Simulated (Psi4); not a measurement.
**CuF2 (SMILES [F][Cu][F]) at UHF/6-31G(d) (Cholesky decomposition, spherical functions, cholesky tolerance 1e-05, sweep point 7)**

Aim: the vertical electron affinity of CuF2 at UHF/6-31G* (Cholesky decomposition, spherical functions, cholesky tolerance 1e-05, sweep point 7), from 2 runs. The job is set up through a Python script.

The results are computed with Psi4 1.11.

2 further runs of the same task are left out: 2 set aside as unsound or not needed.

## 1. The system as given

CuF2 has 3 atoms, charge 0, and is taken as a doublet. SMILES: `[F][Cu][F]`. Geometry: a GFN2-xTB relaxation, a rough one for these elements and not checked as a minimum.

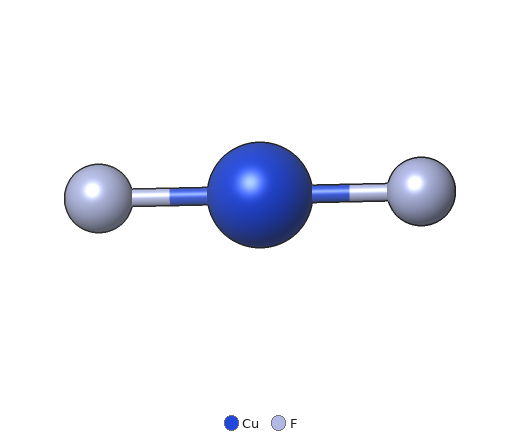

Viewed from a chosen angle; copper blue, fluorine light blue.

## 2. A single-point energy at UHF/6-31G(d) (Cholesky decomposition, spherical functions, cholesky tolerance 1e-05, sweep point 7)

Input file cuf2.py:

```python
import psi4

psi4.set_memory(1600000000)
psi4.set_num_threads(1)
psi4.core.set_output_file('cuf2.out', False)

molecule = psi4.geometry("""
0 2
Cu     0.00032125     0.00018897    -0.00039684
F     -0.03129386    -0.03858821     3.21278008
F      0.03097261     0.03839923    -3.21238323
units bohr
symmetry c1
""")

options = {'basis': '6-31G*', 'reference': 'uhf', 'puream': True, 'scf_type': 'cd', 'cholesky_tolerance': 1e-05, 'maxiter': 150}
psi4.set_options(options)

energy_value, wavefunction = psi4.energy("hf", return_wfn=True)
print(f'total energy {energy_value:.8f} hartree = {energy_value * 27.211386:.5f} eV')
for k, v in sorted(psi4.core.scalar_variables().items()):
    print(f'{k:45s} {v:18.10f}')
```

Command:

```
python cuf2.py
```

cuf2.out:

```text
=> Loading Basis Set <=

    Name: 6-31G*
    Role: ORBITAL
    Keyword: BASIS

         ---------------------------------------------------------
                                   SCF
                              UHF Reference
                        1 Threads,   1525 MiB Core
         ---------------------------------------------------------

  ==> Geometry <==

    Molecular point group: c1
    Full point group: Cs

    Geometry (in Bohr), charge = 0, multiplicity = 2:

       Center              X                  Y                   Z               Mass
    ------------   -----------------  -----------------  -----------------  -----------------
         CU          -0.000210473173    -0.000224108954    -0.000000000000    62.929597720000
         F            0.046597955985     3.213001385008     0.000000000000    18.998403162730
         F           -0.045900792545    -3.212259054919    -0.000000000000    18.998403162730

  Running in c1 symmetry.

  Rotational constants: A = 8386786.56810  B =      0.15347  C =      0.15347 [cm^-1]
  Rotational constants: A = 251429535997.09695  B =   4601.04363  C =   4601.04354 [MHz]
  Nuclear repulsion =  175.072041537399684

  Charge       = 0
  Multiplicity = 2
  Electrons    = 47
  Nalpha       = 24
  Nbeta        = 23

  ==> Algorithm <==

  SCF Algorithm Type is CD.
  DIIS enabled.
  MOM disabled.
  Fractional occupation disabled.
  Guess Type is SAD.
  Energy threshold   = 1.00e-06
  Density threshold  = 1.00e-06
  Integral threshold = 1.00e-12

  ==> Primary Basis <==

  Basis Set: 6-31G*
    Blend: 6-31G*
    Number of shells: 24
    Number of basis functions: 62
    Number of Cartesian functions: 69
    Spherical Harmonics?: true
    Max angular momentum: 3

  ==> Integral Setup <==

  ==> CDJK: Cholesky-decomposed J/K Matrices <==

    J tasked:                     Yes
    K tasked:                     Yes
    wK tasked:                     No
    Integrals threads:              1
    Memory [MiB]:                1144
    Algorithm:                   Core
    Integral Cache:              NONE
    Schwarz Cutoff:             1E-12
    Cholesky tolerance:      1.00E-05
    No. Cholesky vectors:         397

  Minimum eigenvalue in the overlap matrix is 4.1401808944E-02.
  Reciprocal condition number of the overlap matrix is 1.4544102173E-02.
    Using symmetric orthogonalization.

  ==> Pre-Iterations <==

  SCF Guess: Superposition of Atomic Densities via on-the-fly atomic UHF (no occupation information).

   -------------------------
    Irrep   Nso     Nmo
   -------------------------
     A         62      62
   -------------------------
    Total      62      62
   -------------------------

  ==> Iterations <==

                        Total Energy        Delta E     RMS |[F,P]|

   @UHF iter SAD: -1833.80380925578856   -1.83380e+03   0.00000e+00
   @UHF iter   1: -1835.29174030282570   -1.48793e+00   4.65133e-02 ADIIS/DIIS
   @UHF iter   2: -1806.57463260881286    2.87171e+01   8.54549e-02 ADIIS/DIIS
   @UHF iter   3: -1837.25774558027138   -3.06831e+01   1.82254e-02 ADIIS/DIIS
   @UHF iter   4: -1837.52953134442737   -2.71786e-01   2.64071e-03 ADIIS/DIIS
   @UHF iter   5: -1837.56325908391523   -3.37277e-02   2.62287e-03 ADIIS/DIIS
   @UHF iter   6: -1837.58396461732491   -2.07055e-02   1.38925e-03 ADIIS/DIIS
   @UHF iter   7: -1837.59222556391023   -8.26095e-03   2.80824e-04 ADIIS/DIIS
   @UHF iter   8: -1837.59244651481117   -2.20951e-04   3.17322e-04 ADIIS/DIIS
   @UHF iter   9: -1837.59262970900318   -1.83194e-04   1.12283e-04 ADIIS/DIIS
   @UHF iter  10: -1837.59266105535016   -3.13463e-05   2.41995e-05 DIIS
   @UHF iter  11: -1837.59266413701062   -3.08166e-06   1.39449e-05 DIIS
   @UHF iter  12: -1837.59266471015485   -5.73144e-07   3.02133e-06 DIIS
   @UHF iter  13: -1837.59266473992670   -2.97719e-08   1.81631e-06 DIIS
   @UHF iter  14: -1837.59266475228173   -1.23550e-08   7.34959e-07 DIIS
  Energy and wave function converged.

  ==> Post-Iterations <==

   @Spin Contamination Metric:   1.716360888E-03
   @S^2 Expected:                7.500000000E-01
   @S^2 Observed:                7.517163609E-01
   @S   Expected:                5.000000000E-01
   @S   Observed:                5.000000000E-01

    Orbital Energies [Eh]
    ---------------------

    Alpha Occupied:

       1A   -329.065084     2A    -41.157942     3A    -35.971848
       4A    -35.966439     5A    -35.927587     6A    -26.217623
       7A    -26.217500     8A     -5.356388     9A     -3.698135
      10A     -3.695349    11A     -3.610255    12A     -1.499858
      13A     -1.487054    14A     -0.874885    15A     -0.820155
      16A     -0.791995    17A     -0.780381    18A     -0.769885
      19A     -0.589844    20A     -0.588809    21A     -0.585309
      22A     -0.565123    23A     -0.562771    24A     -0.553458

    Alpha Virtual:

      25A      0.058116    26A      0.081553    27A      0.084733
      28A      0.164064    29A      0.317869    30A      0.319532
      31A      0.332523    32A      0.622806    33A      1.488846
      34A      1.498136    35A      1.624812    36A      1.628453
      37A      1.667716    38A      1.714460    39A      1.902450
      40A      1.921936    41A      1.939078    42A      1.983472
      43A      1.993423    44A      2.082876    45A      2.112111
      46A      2.112879    47A      2.120353    48A      2.120623
      49A      2.126815    50A      2.296551    51A      2.296848
      52A      2.458649    53A      2.557018    54A      2.557019
      55A      2.634152    56A      2.634347    57A      2.765095
      58A      2.798236    59A      3.169113    60A      3.193110
      61A      3.340953    62A      3.798510

    Beta Occupied:

       1A   -329.064565     2A    -41.116269     3A    -35.917131
       4A    -35.916915     5A    -35.910759     6A    -26.216070
       7A    -26.215951     8A     -5.252992     9A     -3.580971
      10A     -3.527064    11A     -3.522403    12A     -1.495702
      13A     -1.482742    14A     -0.795858    15A     -0.750115
      16A     -0.732766    17A     -0.718420    18A     -0.588551
      19A     -0.584096    20A     -0.575853    21A     -0.573589
      22A     -0.553321    23A     -0.546436

    Beta Virtual:

      24A      0.060739    25A      0.082756    26A      0.084385
      27A      0.164056    28A      0.214755    29A      0.326313
      30A      0.326645    31A      0.332341    32A      0.633181
      33A      1.501240    34A      1.525299    35A      1.629076
      36A      1.633177    37A      1.668396    38A      1.715346
      39A      1.928560    40A      1.942511    41A      1.982642
      42A      1.993639    43A      1.996183    44A      2.088985
      45A      2.119895    46A      2.121067    47A      2.125166
      48A      2.125182    49A      2.128248    50A      2.309577
      51A      2.310077    52A      2.463876    53A      2.560560
      54A      2.560562    55A      2.664963    56A      2.665162
      57A      2.809106    58A      2.878699    59A      3.196130
      60A      3.207609    61A      3.355837    62A      3.808458

    Final Occupation by Irrep:
              A
    DOCC [    23 ]
    SOCC [     1 ]
    NA   [    24 ]
    NB   [    23 ]

  @UHF Final Energy: -1837.59266475228173

   => Energetics <=

    Nuclear Repulsion Energy =            175.0720415373996843
    One-Electron Energy =               -2912.3368676127010986
    Two-Electron Energy =                 899.6721613230193952
    Total Energy =                      -1837.5926647522819621

  UHF NO Occupations:
  HONO-2 :   22  A 1.9998363
  HONO-1 :   23  A 1.9996263
  HONO-0 :   24  A 1.0000000
  LUNO+0 :   25  A 0.0003737
  LUNO+1 :   26  A 0.0001637
  LUNO+2 :   27  A 0.0000738
  LUNO+3 :   28  A 0.0000633

Computation Completed

Properties will be evaluated at   0.000000,   0.000000,   0.000000 [a0]

Properties computed using the SCF density matrix

 Multipole Moments:

 ------------------------------------------------------------------------------------
     Multipole            Electronic (a.u.)      Nuclear  (a.u.)        Total (a.u.)
 ------------------------------------------------------------------------------------

 L = 1.  Multiply by 2.5417464519 to convert [e a0] to [Debye]
 Dipole X            :         -0.0008942            0.0001707           -0.0007234
 Dipole Y            :         -0.0012492            0.0001818           -0.0010674
 Dipole Z            :         -0.0000002            0.0000000           -0.0000002
 Magnitude           :                                                    0.0012895

 ------------------------------------------------------------------------------------

	total time  =          3 seconds =       0.05 minutes
```

The script printed:

```text
total energy -1837.59266475 hartree = -50003.44331 eV
CURRENT ENERGY                                  -1837.5926647523
CURRENT REFERENCE ENERGY                        -1837.5926647523
DD SOLVATION ENERGY                                 0.0000000000
HF KINETIC ENERGY                                1837.4143910462
HF POTENTIAL ENERGY                             -3675.0070557985
HF TOTAL ENERGY                                 -1837.5926647523
HF VIRIAL RATIO                                     2.0000970242
NUCLEAR REPULSION ENERGY                          175.0720415374
ONE-ELECTRON ENERGY                             -2912.3368676127
PCM POLARIZATION ENERGY                             0.0000000000
PE ENERGY                                           0.0000000000
SCF ITERATION ENERGY                            -1837.5926647523
SCF ITERATIONS                                     14.0000000000
SCF TOTAL ENERGY                                -1837.5926647523
TWO-ELECTRON ENERGY                               899.6721613230
```

Wall time 5.1 s (1 thread of Intel Xeon Platinum 8259CL at 2.50GHz (Skylake/Cascade Lake), shared host); peak memory 0.22 GiB.

## 3. The singlet anion

Input file job.py:

```python
import psi4

psi4.set_memory(1600000000)
psi4.set_num_threads(1)
psi4.core.set_output_file('run.log', False)

m = psi4.geometry("""
-1 1
Cu     0.00032125     0.00018897    -0.00039684
F     -0.03129386    -0.03858821     3.21278008
F      0.03097261     0.03839923    -3.21238323
units au
symmetry c1
""")

psi4.set_options({
    'puream': True,
    'scf_type': 'cd',
    'cholesky_tolerance': 1e-05,
})

energy_value = psi4.energy('hf/6-31G*')
print(f'total energy {energy_value:.8f} hartree = {energy_value * 27.211386:.5f} eV')
for k, v in sorted(psi4.core.scalar_variables().items()):
    print(f'{k:45s} {v:18.10f}')
```

Command:

```
python job.py
```

run.log:

```text
=> Loading Basis Set <=

    Name: 6-31G*
    Role: ORBITAL
    Keyword: BASIS

         ---------------------------------------------------------
                                   SCF
                              RHF Reference
                        1 Threads,   1525 MiB Core
         ---------------------------------------------------------

  ==> Geometry <==

    Molecular point group: c1
    Full point group: Cs

    Geometry (in Bohr), charge = -1, multiplicity = 1:

       Center              X                  Y                   Z               Mass
    ------------   -----------------  -----------------  -----------------  -----------------
         CU          -0.000210473173    -0.000224108954    -0.000000000000    62.929597720000
         F            0.046597955985     3.213001385008     0.000000000000    18.998403162730
         F           -0.045900792545    -3.212259054919    -0.000000000000    18.998403162730

  Running in c1 symmetry.

  Rotational constants: A = 8386786.56810  B =      0.15347  C =      0.15347 [cm^-1]
  Rotational constants: A = 251429535997.09695  B =   4601.04363  C =   4601.04354 [MHz]
  Nuclear repulsion =  175.072041537399684

  Charge       = -1
  Multiplicity = 1
  Electrons    = 48
  Nalpha       = 24
  Nbeta        = 24

  ==> Algorithm <==

  SCF Algorithm Type is CD.
  DIIS enabled.
  MOM disabled.
  Fractional occupation disabled.
  Guess Type is SAD.
  Energy threshold   = 1.00e-06
  Density threshold  = 1.00e-06
  Integral threshold = 1.00e-12

  ==> Primary Basis <==

  Basis Set: 6-31G*
    Blend: 6-31G*
    Number of shells: 24
    Number of basis functions: 62
    Number of Cartesian functions: 69
    Spherical Harmonics?: true
    Max angular momentum: 3

  ==> Integral Setup <==

  ==> CDJK: Cholesky-decomposed J/K Matrices <==

    J tasked:                     Yes
    K tasked:                     Yes
    wK tasked:                     No
    Integrals threads:              1
    Memory [MiB]:                1144
    Algorithm:                   Core
    Integral Cache:              NONE
    Schwarz Cutoff:             1E-12
    Cholesky tolerance:      1.00E-05
    No. Cholesky vectors:         397

  Minimum eigenvalue in the overlap matrix is 4.1401808944E-02.
  Reciprocal condition number of the overlap matrix is 1.4544102173E-02.
    Using symmetric orthogonalization.

  ==> Pre-Iterations <==

  SCF Guess: Superposition of Atomic Densities via on-the-fly atomic UHF (no occupation information).

   -------------------------
    Irrep   Nso     Nmo
   -------------------------
     A         62      62
   -------------------------
    Total      62      62
   -------------------------

  ==> Iterations <==

                        Total Energy        Delta E     RMS |[F,P]|

   @RHF iter SAD: -1833.80380925578856   -1.83380e+03   0.00000e+00
   @RHF iter   1: -1835.51986740148823   -1.71606e+00   4.62204e-02 DIIS/ADIIS
   @RHF iter   2: -1809.30680830907659    2.62131e+01   8.54532e-02 DIIS/ADIIS
   @RHF iter   3: -1837.47872524082504   -2.81719e+01   9.31166e-03 DIIS/ADIIS
   @RHF iter   4: -1837.55540730536268   -7.66821e-02   2.05239e-03 DIIS/ADIIS
   @RHF iter   5: -1837.56516604284093   -9.75874e-03   9.57000e-04 DIIS/ADIIS
   @RHF iter   6: -1837.56989019965499   -4.72416e-03   4.18056e-04 DIIS/ADIIS
   @RHF iter   7: -1837.57141770822454   -1.52751e-03   2.85648e-04 DIIS/ADIIS
   @RHF iter   8: -1837.57173972888222   -3.22021e-04   1.58172e-04 DIIS/ADIIS
   @RHF iter   9: -1837.57179263596504   -5.29071e-05   4.72934e-05 DIIS
   @RHF iter  10: -1837.57179442725123   -1.79129e-06   1.12221e-05 DIIS
   @RHF iter  11: -1837.57179454868788   -1.21437e-07   9.84600e-07 DIIS
  Energy and wave function converged.

  ==> Post-Iterations <==

    Orbital Energies [Eh]
    ---------------------

    Doubly Occupied:

       1A   -328.572363     2A    -40.640813     3A    -35.442885
       4A    -35.437081     5A    -35.437078     6A    -25.940327
       7A    -25.940240     8A     -4.817820     9A     -3.133229
      10A     -3.119968    11A     -3.119897    12A     -1.217243
      13A     -1.207862    14A     -0.372473    15A     -0.363261
      16A     -0.363254    17A     -0.313956    18A     -0.312696
      19A     -0.312696    20A     -0.268647    21A     -0.268635
      22A     -0.228962    23A     -0.228952    24A     -0.087229

    Virtual:

      25A      0.278675    26A      0.278675    27A      0.318227
      28A      0.343676    29A      0.620941    30A      0.620947
      31A      0.666842    32A      0.929903    33A      1.777893
      34A      1.777894    35A      1.891217    36A      1.891218
      37A      1.904511    38A      1.951348    39A      2.235569
      40A      2.235573    41A      2.239182    42A      2.297019
      43A      2.297020    44A      2.401749    45A      2.401749
      46A      2.403946    47A      2.416832    48A      2.416835
      49A      2.438511    50A      2.709864    51A      2.709874
      52A      2.777323    53A      2.979388    54A      2.979389
      55A      3.040826    56A      3.040828    57A      3.169405
      58A      3.169415    59A      3.559318    60A      3.559319
      61A      3.715488    62A      4.195370

    Final Occupation by Irrep:
              A
    DOCC [    24 ]
    NA   [    24 ]
    NB   [    24 ]

  @RHF Final Energy: -1837.57179454868788

   => Energetics <=

    Nuclear Repulsion Energy =            175.0720415373996843
    One-Electron Energy =               -2930.9923139357524633
    Two-Electron Energy =                 918.3484778496647323
    Total Energy =                      -1837.5717945486878762

Computation Completed

Properties will be evaluated at   0.000000,   0.000000,   0.000000 [a0]

Properties computed using the SCF density matrix

 Multipole Moments:

 ------------------------------------------------------------------------------------
     Multipole            Electronic (a.u.)      Nuclear  (a.u.)        Total (a.u.)
 ------------------------------------------------------------------------------------

 L = 1.  Multiply by 2.5417464519 to convert [e a0] to [Debye]
 Dipole X            :         -0.0003910            0.0001707           -0.0002202
 Dipole Y            :         -0.0011541            0.0001818           -0.0009723
 Dipole Z            :          0.0000000            0.0000000            0.0000000
 Magnitude           :                                                    0.0009969

 ------------------------------------------------------------------------------------

	total time  =          3 seconds =       0.05 minutes
```

Standard output:

```text
total energy -1837.57179455 hartree = -50002.87540 eV
CURRENT ENERGY                                  -1837.5717945487
CURRENT REFERENCE ENERGY                        -1837.5717945487
DD SOLVATION ENERGY                                 0.0000000000
HF KINETIC ENERGY                                1837.9983046882
HF POTENTIAL ENERGY                             -3675.5700992368
HF TOTAL ENERGY                                 -1837.5717945487
HF VIRIAL RATIO                                     1.9997679486
NUCLEAR REPULSION ENERGY                          175.0720415374
ONE-ELECTRON ENERGY                             -2930.9923139358
PCM POLARIZATION ENERGY                             0.0000000000
PE ENERGY                                           0.0000000000
SCF ITERATION ENERGY                            -1837.5717945487
SCF ITERATIONS                                     11.0000000000
SCF TOTAL ENERGY                                -1837.5717945487
TWO-ELECTRON ENERGY                               918.3484778497
```

Wall time 5.1 s (1 thread of Intel Xeon Platinum 8259CL at 2.50GHz (Skylake/Cascade Lake), shared host); peak memory 0.21 GiB.

## 4. Results

Level: UHF/6-31G* (Cholesky decomposition, spherical functions, cholesky tolerance 1e-05, sweep point 7).

| quantity | value |
| --- | --- |
| doublet CuF2: total energy | -1837.59266 Eh |
| doublet CuF2: dipole moment | 0.00 D |
| doublet CuF2: HOMO energy (highest over α and β) | -14.87 eV |
| doublet CuF2: LUMO energy (lowest over α and β) | 1.58 eV |
| doublet CuF2: ⟨S²⟩ | 0.752 |
| singlet anion: total energy | -1837.57179 Eh |
| singlet anion: HOMO energy | -2.37 eV |
| singlet anion: LUMO energy | 7.58 eV |
| singlet anion: HOMO–LUMO gap (to an unbound level, set by the basis) | 9.96 eV |
| vertical electron affinity (to the singlet anion) | -0.568 eV |

What this shows: The anion lies 0.57 eV (54.8 kJ/mol) above the neutral: the electron isn't bound at this level, and such a value depends on the basis. Without diffuse functions anions come out too high. Hartree–Fock misses the correlation that binds many anions.
